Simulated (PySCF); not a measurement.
# Ge₂H₇PSe: electronic excitations at several levels of theory, part 2 of 2

PySCF 2.14.0. Atoms count from 0.

## Step 9: Excited states and response: CAM-B3LYP/def2-SVPD

What the job is given:

```
{"job": {"kind": "uv", "xc": "CAM-B3LYP", "basis": "def2-SVPD", "ip": true}, "charge": 0, "multiplicity": 1}
P      2.233891     1.084498    -0.577348
Ge     1.478484    -1.026682     0.032216
Se    -0.233652    -1.048173     1.659728
Ge    -1.775909     0.216285     0.404963
H      0.926767     1.566472    -0.894393
H      2.190872     1.585065     0.759597
H      0.985576    -1.740045    -1.242731
H      2.638967    -1.810641     0.669674
H     -3.142491     0.001959     1.072868
H     -1.791131    -0.287065    -1.050471
H     -1.404934     1.710216     0.427555
```

Method: TDDFT CAM-B3LYP/def2-SVPD, vertical, gas phase, core orbitals frozen in the response.

Output:

```text
coarse grid: 45880 points
cycle   1  E = -6900.5494475058  dE = -2.115e+00  |g| = 6.055e-01  |ddm| = 3.620e+00
cycle   2  E = -6900.5525562140  dE = -3.109e-03  |g| = 6.366e-01  |ddm| = 1.158e+00
cycle   3  E = -6900.6062643030  dE = -5.371e-02  |g| = 4.508e-02  |ddm| = 6.102e-01
cycle   4  E = -6900.6065205322  dE = -2.562e-04  |g| = 1.259e-02  |ddm| = 5.739e-02
cycle   5  E = -6900.6065585627  dE = -3.803e-05  |g| = 3.933e-03  |ddm| = 3.051e-02
cycle   6  E = -6900.6065629172  dE = -4.355e-06  |g| = 9.439e-04  |ddm| = 8.029e-03
final grid: 88680 points
cycle   7  E = -6900.6064160329  dE = -2.587e-07  |g| = 9.369e-04  |ddm| = 3.540e-03
cycle   8  E = -6900.6064160455  dE = -1.260e-08  |g| = 1.027e-03  |ddm| = 2.378e-03
cycle   9  E = -6900.6064162018  dE = -1.563e-07  |g| = 5.489e-05  |ddm| = 1.120e-03
cycle  10  E = -6900.6064162031  dE = -1.297e-09  |g| = 2.581e-05  |ddm| = 1.119e-04
cycle  11  E = -6900.6064162034  dE = -3.265e-10  |g| = 1.010e-05  |ddm| = 8.408e-05
converged SCF energy = -6900.6064162034

Static polarisability (au): isotropic 121.928, principal 100.771 122.638 142.377

Singlet excitations
state   eV       nm        f      main configurations
  1   4.7965    258.5   0.01609   H->L 0.83
  2   5.0534    245.3   0.02565   H->L+1 0.82
  3   5.9494    208.4   0.00208   H->L+2 0.74, H-1->L 0.13
  4   6.1760    200.8   0.00292   H->L+3 0.59, H-1->L 0.13, H->L+2 0.12
  5   6.2084    199.7   0.20278   H-1->L 0.53, H->L+3 0.11, H->L+4 0.10
  6   6.3648    194.8   0.01157   H->L+5 0.54, H->L+4 0.12
  7   6.4712    191.6   0.02239   H-1->L+1 0.35, H->L+4 0.35
  8   6.5246    190.0   0.15433   H-1->L+1 0.36, H->L+5 0.15, H->L+4 0.08
  9   6.7832    182.8   0.05687   H-1->L+2 0.49, H->L+6 0.12, H-2->L 0.10
 10   6.9479    178.4   0.01732   H-2->L 0.49, H->L+7 0.29

Triplet excitations (Tamm-Dancoff, eV): 4.3309 4.6034 5.1260 5.6650
Vertical ionisation energy (delta-SCF) = 8.6177 eV
```

It took 2.2 min on 1 thread, shared host.

This run: HOMO -7.95 eV, LUMO 0.05 eV; lowest singlet 4.80 eV.

## Step 10: Excited states and response: wB97X-D/def2-SVPD

The job, as its differences from that of step 9:

```diff
@@ -1,2 +1,2 @@
-{"job": {"kind": "uv", "xc": "CAM-B3LYP", "basis": "def2-SVPD", "ip": true}, "charge": 0, "multiplicity": 1}
+{"job": {"kind": "uv", "xc": "wB97X-D", "basis": "def2-SVPD", "ip": true}, "charge": 0, "multiplicity": 1}
 P      2.233891     1.084498    -0.577348
```

Level: TDDFT wB97X-D/def2-SVPD, vertical, gas phase, core orbitals frozen in the response.

Output:

```text
coarse grid: 45880 points
cycle   1  E = -6900.3772835361  dE = -2.163e+00  |g| = 5.647e-01  |ddm| = 3.632e+00
cycle   2  E = -6900.3927304606  dE = -1.545e-02  |g| = 5.644e-01  |ddm| = 1.142e+00
cycle   3  E = -6900.4352947340  dE = -4.256e-02  |g| = 3.841e-02  |ddm| = 5.437e-01
cycle   4  E = -6900.4356168032  dE = -3.221e-04  |g| = 1.155e-02  |ddm| = 7.796e-02
cycle   5  E = -6900.4356754099  dE = -5.861e-05  |g| = 3.171e-03  |ddm| = 3.744e-02
cycle   6  E = -6900.4356793040  dE = -3.894e-06  |g| = 1.246e-03  |ddm| = 8.204e-03
final grid: 88680 points
cycle   7  E = -6900.4346624405  dE = -1.393e-06  |g| = 1.221e-03  |ddm| = 1.056e-02
cycle   8  E = -6900.4346625246  dE = -8.414e-08  |g| = 1.187e-03  |ddm| = 2.537e-03
cycle   9  E = -6900.4346626777  dE = -1.531e-07  |g| = 6.883e-05  |ddm| = 1.004e-03
cycle  10  E = -6900.4346626817  dE = -3.959e-09  |g| = 3.946e-05  |ddm| = 3.046e-04
cycle  11  E = -6900.4346626823  dE = -6.203e-10  |g| = 1.163e-05  |ddm| = 1.201e-04
converged SCF energy = -6900.4346626823

Static polarisability (au): isotropic 121.699, principal 100.749 122.438 141.908

Singlet excitations
state   eV       nm        f      main configurations
  1   4.8907    253.5   0.01772   H->L 0.82
  2   5.1809    239.3   0.02694   H->L+1 0.82
  3   6.0922    203.5   0.00307   H->L+2 0.60, H-1->L 0.17, H->L+3 0.13
  4   6.2784    197.5   0.10306   H->L+3 0.47, H->L+5 0.20, H-1->L 0.17
  5   6.3132    196.4   0.09164   H-1->L 0.42, H->L+2 0.25, H->L+3 0.11
  6   6.4243    193.0   0.00834   H->L+4 0.39, H->L+5 0.20, H-1->L+4 0.09
  7   6.5929    188.1   0.11464   H->L+5 0.40, H->L+4 0.14, H-1->L+4 0.10
  8   6.6508    186.4   0.09438   H-1->L+1 0.63
  9   6.9151    179.3   0.06986   H-1->L+2 0.42, H-2->L 0.17, H-1->L+3 0.09
 10   7.0554    175.7   0.02289   H-2->L 0.62, H->L+7 0.09

Triplet excitations (Tamm-Dancoff, eV): 4.4503 4.7526 5.2631 5.7936
Vertical ionisation energy (delta-SCF) = 8.6094 eV
```

Wall time 2 min (1 thread, shared host).

In short: HOMO -8.51 eV, LUMO 0.76 eV; lowest singlet 4.89 eV.

## Step 11: Ultraviolet spectrum: LC-wPBE/def2-SVPD

The job, as its differences from that of step 10:

```diff
@@ -1,2 +1,2 @@
-{"job": {"kind": "uv", "xc": "wB97X-D", "basis": "def2-SVPD", "ip": true}, "charge": 0, "multiplicity": 1}
+{"job": {"kind": "uv", "xc": "LC-wPBE", "basis": "def2-SVPD", "ip": true}, "charge": 0, "multiplicity": 1}
 P      2.233891     1.084498    -0.577348
```

With the program's defaults for keys left out, this is: TDDFT LC-wPBE/def2-SVPD, vertical, gas phase, core orbitals frozen in the response.

Output:

```text
coarse grid: 45880 points
cycle   1  E = -6899.1973659618  dE = -2.187e+00  |g| = 6.644e-01  |ddm| = 3.681e+00
cycle   2  E = -6899.2278211791  dE = -3.046e-02  |g| = 6.211e-01  |ddm| = 1.088e+00
cycle   3  E = -6899.2710036083  dE = -4.318e-02  |g| = 4.624e-02  |ddm| = 5.049e-01
cycle   4  E = -6899.2716508492  dE = -6.472e-04  |g| = 1.607e-02  |ddm| = 1.084e-01
cycle   5  E = -6899.2717838459  dE = -1.330e-04  |g| = 3.708e-03  |ddm| = 5.389e-02
cycle   6  E = -6899.2717921172  dE = -8.271e-06  |g| = 1.691e-03  |ddm| = 1.250e-02
final grid: 88680 points
cycle   7  E = -6899.2715977302  dE = -1.001e-06  |g| = 1.426e-03  |ddm| = 4.560e-03
cycle   8  E = -6899.2715979316  dE = -2.015e-07  |g| = 1.329e-03  |ddm| = 2.665e-03
cycle   9  E = -6899.2715979457  dE = -1.406e-08  |g| = 1.244e-04  |ddm| = 1.080e-03
cycle  10  E = -6899.2715979241  dE =  2.164e-08  |g| = 7.788e-05  |ddm| = 5.663e-04
cycle  11  E = -6899.2715981192  dE = -1.951e-07  |g| = 9.944e-06  |ddm| = 1.839e-04
cycle  12  E = -6899.2715981192  dE = -5.548e-11  |g| = 2.230e-06  |ddm| = 2.127e-05
converged SCF energy = -6899.2715981192

Static polarisability (au): isotropic 118.602, principal 98.436 119.378 137.991

Singlet excitations
state   eV       nm        f      main configurations
  1   5.1362    241.4   0.01501   H->L 0.74
  2   5.5113    225.0   0.03443   H->L+1 0.72
  3   6.5246    190.0   0.11602   H-1->L 0.57, H->L+2 0.20
  4   6.6314    187.0   0.10741   H->L+3 0.36, H->L+5 0.14, H->L+2 0.11
  5   6.7132    184.7   0.01087   H->L+8 0.22, H->L+4 0.16, H-1->L+8 0.11
  6   6.8750    180.3   0.04216   H->L+2 0.47, H-1->L 0.12, H->L+3 0.11
  7   6.9818    177.6   0.13905   H->L+4 0.28, H->L+7 0.17, H->L+6 0.16
  8   7.0903    174.9   0.06453   H-1->L+1 0.59
  9   7.3081    169.7   0.07962   H-1->L+2 0.28, H-2->L 0.26, H-1->L+3 0.09
 10   7.4615    166.2   0.02864   H-2->L 0.41, H-1->L+3 0.14

Triplet excitations (Tamm-Dancoff, eV): 4.6058 4.9590 5.3262 5.7403
Vertical ionisation energy (delta-SCF) = 8.7266 eV
```

It took 2.5 min on 1 thread, shared host.

Key values: HOMO -9.26 eV, LUMO 1.11 eV; lowest singlet 5.14 eV.

## Step 12: TDDFT and polarisability: PBE0/6-31G*

The job, as its differences from that of step 11:

```diff
@@ -1,2 +1,2 @@
-{"job": {"kind": "uv", "xc": "LC-wPBE", "basis": "def2-SVPD", "ip": true}, "charge": 0, "multiplicity": 1}
+{"job": {"kind": "uv", "xc": "PBE0", "basis": "6-31G*"}, "charge": 0, "multiplicity": 1}
 P      2.233891     1.084498    -0.577348
```

Method: TDDFT PBE0/6-31G*, vertical, gas phase, core orbitals frozen in the response.

Output:

```text
coarse grid: 45880 points
cycle   1  E = -6899.2914516075  dE = -2.020e+00  |g| = 5.338e-01  |ddm| = 3.153e+00
cycle   2  E = -6899.2708533166  dE =  2.060e-02  |g| = 6.404e-01  |ddm| = 1.069e+00
cycle   3  E = -6899.3326799165  dE = -6.183e-02  |g| = 6.177e-02  |ddm| = 6.407e-01
cycle   4  E = -6899.3332157022  dE = -5.358e-04  |g| = 1.128e-02  |ddm| = 6.931e-02
cycle   5  E = -6899.3332433149  dE = -2.761e-05  |g| = 4.849e-03  |ddm| = 2.602e-02
cycle   6  E = -6899.3332523755  dE = -9.061e-06  |g| = 5.061e-04  |ddm| = 9.458e-03
final grid: 88680 points
cycle   7  E = -6899.3330586433  dE = -6.318e-08  |g| = 5.198e-04  |ddm| = 2.166e-03
cycle   8  E = -6899.3330586212  dE =  2.209e-08  |g| = 6.252e-04  |ddm| = 1.745e-03
cycle   9  E = -6899.3330587374  dE = -1.161e-07  |g| = 6.357e-05  |ddm| = 8.886e-04
cycle  10  E = -6899.3330587380  dE = -6.630e-10  |g| = 7.313e-06  |ddm| = 5.945e-05
converged SCF energy = -6899.3330587380

Static polarisability (au): isotropic 103.002, principal 80.891 104.338 123.777

Singlet excitations
state   eV       nm        f      main configurations
  1   4.8012    258.2   0.02897   H->L 0.90
  2   4.9976    248.1   0.01356   H->L+1 0.94
  3   5.9700    207.7   0.00729   H->L+2 0.66, H-1->L 0.28
  4   6.1999    200.0   0.11389   H->L+3 0.31, H-1->L 0.30, H->L+2 0.27
  5   6.2574    198.1   0.01231   H-1->L+1 0.83, H->L+3 0.12
  6   6.3909    194.0   0.23298   H->L+3 0.43, H-1->L 0.31
  7   6.5644    188.9   0.04351   H->L+4 0.91
  8   6.8623    180.7   0.00866   H-2->L 0.93
  9   7.0132    176.8   0.07662   H-1->L+2 0.86
 10   7.1265    174.0   0.02691   H->L+5 0.57, H-1->L+3 0.26, H-2->L+1 0.09

Triplet excitations (Tamm-Dancoff, eV): 4.2618 4.5675 5.0809 5.6503
```

Run time: 15 s. Hardware: 1 thread, shared host.

Key values: HOMO -6.67 eV, LUMO -0.64 eV; lowest singlet 4.80 eV.

## Step 13: Ultraviolet spectrum: PBE0/def2-SVP

The job, as its differences from that of step 12:

```diff
@@ -1,2 +1,2 @@
-{"job": {"kind": "uv", "xc": "PBE0", "basis": "6-31G*"}, "charge": 0, "multiplicity": 1}
+{"job": {"kind": "uv", "xc": "PBE0", "basis": "def2-SVP"}, "charge": 0, "multiplicity": 1}
 P      2.233891     1.084498    -0.577348
```

With the program's defaults for keys left out, this is: TDDFT PBE0/def2-SVP, vertical, gas phase, core orbitals frozen in the response.

Output:

```text
coarse grid: 45880 points
cycle   1  E = -6899.2614398331  dE = -2.075e+00  |g| = 5.297e-01  |ddm| = 3.210e+00
cycle   2  E = -6899.2397456728  dE =  2.169e-02  |g| = 6.314e-01  |ddm| = 1.031e+00
cycle   3  E = -6899.3018860501  dE = -6.214e-02  |g| = 6.023e-02  |ddm| = 6.280e-01
cycle   4  E = -6899.3024883142  dE = -6.023e-04  |g| = 1.245e-02  |ddm| = 7.418e-02
cycle   5  E = -6899.3025233850  dE = -3.507e-05  |g| = 4.185e-03  |ddm| = 2.585e-02
cycle   6  E = -6899.3025297337  dE = -6.349e-06  |g| = 6.259e-04  |ddm| = 8.218e-03
final grid: 88680 points
cycle   7  E = -6899.3023938675  dE = -3.940e-08  |g| = 6.641e-04  |ddm| = 2.289e-03
cycle   8  E = -6899.3023938296  dE =  3.787e-08  |g| = 7.815e-04  |ddm| = 2.159e-03
cycle   9  E = -6899.3023940136  dE = -1.840e-07  |g| = 7.162e-05  |ddm| = 1.127e-03
cycle  10  E = -6899.3023940143  dE = -6.658e-10  |g| = 7.564e-06  |ddm| = 5.353e-05
converged SCF energy = -6899.3023940143

Static polarisability (au): isotropic 105.319, principal 84.930 106.081 124.945

Singlet excitations
state   eV       nm        f      main configurations
  1   4.9491    250.5   0.02252   H->L 0.92
  2   5.1779    239.4   0.00707   H->L+1 0.95
  3   5.9945    206.8   0.00096   H->L+2 0.80, H-1->L 0.10, H->L+3 0.09
  4   6.2395    198.7   0.01327   H->L+3 0.72, H->L+4 0.10, H-1->L 0.08
  5   6.2901    197.1   0.07823   H-1->L 0.48, H->L+4 0.19, H->L+2 0.13
  6   6.4495    192.2   0.01267   H-1->L+1 0.91
  7   6.5593    189.0   0.16463   H->L+4 0.61, H-1->L 0.22
  8   6.7929    182.5   0.02679   H->L+5 0.87
  9   7.0046    177.0   0.01083   H-2->L 0.88
 10   7.0890    174.9   0.08291   H-1->L+2 0.78

Triplet excitations (Tamm-Dancoff, eV): 4.3927 4.7106 5.2073 5.7315
```

It took 22 s on 1 thread, shared host.

Key values: HOMO -6.71 eV, LUMO -0.50 eV; lowest singlet 4.95 eV.

## Step 14: Excited states and response: PBE0/def2-TZVP

The job, as its differences from that of step 13:

```diff
@@ -1,2 +1,2 @@
-{"job": {"kind": "uv", "xc": "PBE0", "basis": "def2-SVP"}, "charge": 0, "multiplicity": 1}
+{"job": {"kind": "uv", "xc": "PBE0", "basis": "def2-TZVP"}, "charge": 0, "multiplicity": 1}
 P      2.233891     1.084498    -0.577348
```

Level: TDDFT PBE0/def2-TZVP, vertical, gas phase, core orbitals frozen in the response.

Output:

```text
coarse grid: 45880 points
cycle   1  E = -6900.1677047144  dE = -2.008e+00  |g| = 9.372e-01  |ddm| = 2.614e+00
cycle   2  E = -6900.1305363038  dE =  3.717e-02  |g| = 1.102e+00  |ddm| = 9.131e-01
cycle   3  E = -6900.2384337336  dE = -1.079e-01  |g| = 9.857e-02  |ddm| = 5.566e-01
cycle   4  E = -6900.2397776304  dE = -1.344e-03  |g| = 2.048e-02  |ddm| = 7.705e-02
cycle   5  E = -6900.2398704492  dE = -9.282e-05  |g| = 7.388e-03  |ddm| = 2.714e-02
cycle   6  E = -6900.2398873576  dE = -1.691e-05  |g| = 1.398e-03  |ddm| = 9.116e-03
cycle   7  E = -6900.2398877817  dE = -4.241e-07  |g| = 4.001e-04  |ddm| = 1.422e-03
final grid: 88680 points
cycle   8  E = -6900.2398039500  dE = -8.554e-08  |g| = 5.131e-04  |ddm| = 2.211e-03
cycle   9  E = -6900.2398038970  dE =  5.299e-08  |g| = 6.957e-04  |ddm| = 1.046e-03
cycle  10  E = -6900.2398040288  dE = -1.319e-07  |g| = 7.821e-05  |ddm| = 5.807e-04
cycle  11  E = -6900.2398040294  dE = -5.903e-10  |g| = 7.134e-06  |ddm| = 4.347e-05
converged SCF energy = -6900.2398040294

Static polarisability (au): isotropic 118.197, principal 95.665 119.115 139.812

Singlet excitations
state   eV       nm        f      main configurations
  1   4.7767    259.6   0.02298   H->L 0.92
  2   5.0839    243.9   0.01599   H->L+1 0.95
  3   5.8308    212.6   0.00161   H->L+2 0.83
  4   5.9893    207.0   0.04082   H->L+3 0.42, H-1->L 0.39, H->L+2 0.13
  5   6.0954    203.4   0.05226   H->L+3 0.27, H->L+4 0.25, H-1->L 0.23
  6   6.1686    201.0   0.07848   H->L+4 0.67, H-1->L 0.10, H->L+3 0.09
  7   6.3099    196.5   0.01647   H-1->L+1 0.77, H->L+5 0.13
  8   6.4147    193.3   0.14732   H->L+5 0.62, H-1->L 0.12, H-1->L+1 0.09
  9   6.7696    183.1   0.02038   H-2->L 0.68, H-1->L+2 0.21
 10   6.8146    181.9   0.05010   H-1->L+2 0.64, H-2->L 0.22

Triplet excitations (Tamm-Dancoff, eV): 4.2520 4.6239 5.0219 5.4485
```

Wall time 47 s (1 thread, shared host).

In short: HOMO -6.78 eV, LUMO -0.75 eV; lowest singlet 4.78 eV.

## Step 15: Side by side: electronic excitations

Excitations and ground-state properties, with basis size and wall time:

```csv
run,lowest singlet (eV),brightest (eV),f,gap (eV),α (Å³),μ (D),functions,time
HF/def2-SVPD,5.62,7.16,0.244,10.99,17.13,1.13,197,56 s
LDA/def2-SVPD,4.14,5.48,0.125,3.93,19.18,0.92,197,92 s
PBE/def2-SVPD,4.22,5.57,0.127,4.03,18.83,0.87,197,2.4 min
B3LYP/def2-SVPD,4.50,6.03,0.151,5.42,18.40,0.92,197,2.1 min
PBE0/def2-SVPD,4.69,6.24,0.175,5.90,18.20,0.95,197,2.3 min
BHandHLYP/def2-SVPD,4.96,6.35,0.178,7.63,17.78,1.01,197,1.7 min
CAM-B3LYP/def2-SVPD,4.80,6.21,0.203,8.00,18.07,0.98,197,2.2 min
wB97X-D/def2-SVPD,4.89,6.59,0.115,9.27,18.03,0.99,197,2 min
LC-wPBE/def2-SVPD,5.14,6.98,0.139,10.37,17.57,1.04,197,2.5 min
PBE0/6-31G*,4.80,6.39,0.233,6.03,15.26,1.12,128,15 s
PBE0/def2-SVP,4.95,6.56,0.165,6.22,15.61,0.99,149,22 s
PBE0/def2-TZVP,4.78,6.41,0.147,6.02,17.52,0.91,223,47 s
```

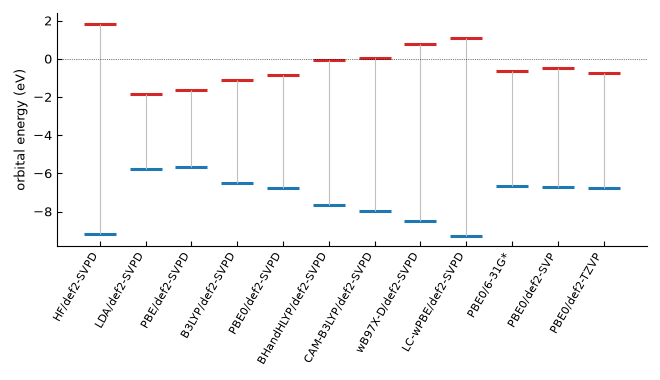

HOMO (blue) and LUMO (red) run by run.

## Step 16: Outcome

What follows sums up all 2 parts.

| quantity | value |
| --- | --- |
| point group | C1 |
| rotational constants (main isotopes) | 1.68, 0.76, 0.58 GHz |
| lowest singlet (HF/def2-SVPD) | 5.62 eV (221 nm), f = 0.021 |
| brightest single state of those computed | state 5, 7.16 eV, f = 0.244 |
| lowest triplet | 4.90 eV |
| vertical ionisation energy (ΔSCF) | 7.80 eV |
| range of the lowest singlet | 4.14 to 5.62 eV |

**Reading.** Single values in the summary come from the first run of each kind that ended normally (HF/def2-SVPD), which need not be the best level. The optimisation took 6 steps and gained 0.133 eV; among the close pairs (by a distance rule), Se2–Ge3 changed most, from 2.314 to 2.356 Å. No frequency check was run at this level, so the end point may be a saddle. The first singlet state (HOMO→LUMO 0.36, HOMO→LUMO+1 0.16) lies at 5.62 eV and is weak; of the 10 states computed, the strongest absorption comes from state 5 at 7.16 eV. The lowest triplet lies 0.72 eV below the lowest singlet (triplets in Tamm-Dancoff, singlets in full TDDFT). At HF/def2-SVPD, the highest states lie near or above the ionisation energy, where they hang on the basis. The orbital energy would give 9.17 eV for ionisation, ΔSCF gives 7.80 eV. The lowest singlet runs from 4.14 eV (LDA/def2-SVPD) to 5.62 eV (HF/def2-SVPD), while the orbital gap spans 3.93 to 10.99 eV. The lowest state need not be the same one in every run. The runs solved for a few states only, so the brightest column depends on that window.
